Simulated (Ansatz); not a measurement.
**FH₄NOSSn: basis-set convergence**

Aim: see how fast density functionals converge with the basis set for FH₄NOSSn.

Program: Ansatz 0.2.0, Gaussian basis. Level of theory: one geometry, several basis sets. These are calculated values, not measurements.

The runs, in order: PBE0-D4/def2-SVP; ωB97M-V/def2-SVP; PBE0-D4/def2-QZVPP; ωB97M-V/def2-QZVPP; the functionals' def2-TZVPP values are taken from earlier runs.

## 1. The geometry

All runs share one geometry, relaxed beforehand with PBE0-D4 in a triple-zeta def2 set. Sn takes the def2 core potential; no spin-orbit term is included.

SMILES `[NH2][Sn]([OH])([F])[SH]`, 9 atoms, charge 0, spin multiplicity 1.

Atoms are counted from 1 here; the program's logs count them from 0.

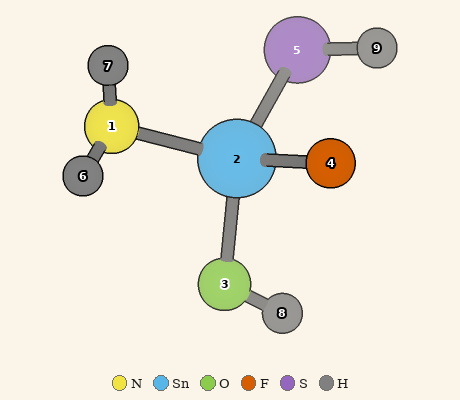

The structure; nitrogen yellow, tin blue, oxygen green, fluorine orange, sulfur purple, hydrogen grey; atoms are numbered from 1 in the order of the file.

## 2. PBE0-D4 in def2-SVP

Contents of in.yaml:

```yaml
crystal:
  periodic: [false, false, false]
  atoms:
    - {symbol: N, position_ang: [1.291560, 1.213853, -0.487896]}
    - {symbol: Sn, position_ang: [-0.071718, -0.133739, 0.041078]}
    - {symbol: O, position_ang: [0.931813, -1.790954, 0.164588]}
    - {symbol: F, position_ang: [-1.439572, -0.477803, -1.272315]}
    - {symbol: S, position_ang: [-1.333013, 0.508180, 1.943939]}
    - {symbol: H, position_ang: [1.897338, 0.900076, -1.235277]}
    - {symbol: H, position_ang: [0.909414, 2.118887, -0.727111]}
    - {symbol: H, position_ang: [0.374312, -2.568613, 0.250578]}
    - {symbol: H, position_ang: [-2.471735, 0.183712, 1.305318]}
basis:
  gaussian: {orbitals: def2-SVP}
hamiltonian: {xc: pbe0, dispersion: d4}
output: {orbitals: {seedname: orbitals}}
```

On the command line:

```console
$ ansatz run in.yaml --threads 4 --pin off --events-out ev --progress --plain --max-ram 10444MiB
```

The runs that follow: ωB97M-V in def2-SVP; PBE0-D4 in def2-QZVPP; ωB97M-V in def2-QZVPP.

Q: Predict the results of all the runs planned. Wanted: PBE0-D4: double and triple zeta above quadruple; ωB97M-V: double and triple zeta above quadruple.

**Answer**, as computed:

```
                                       quantity           value
PBE0-D4: double and triple zeta above quadruple  13.19, 0.79 eV
ωB97M-V: double and triple zeta above quadruple  13.33, 0.75 eV
```

PBE0-D4 gains 12.40 eV from double to triple zeta, then 0.79 eV more. Total energies overstate the basis error of differences, where much of it tends to cancel. The LUMO of ωB97M-V is positive and keeps falling with the basis (0.77 to 0.14 eV): an unbound level that the basis holds in place.
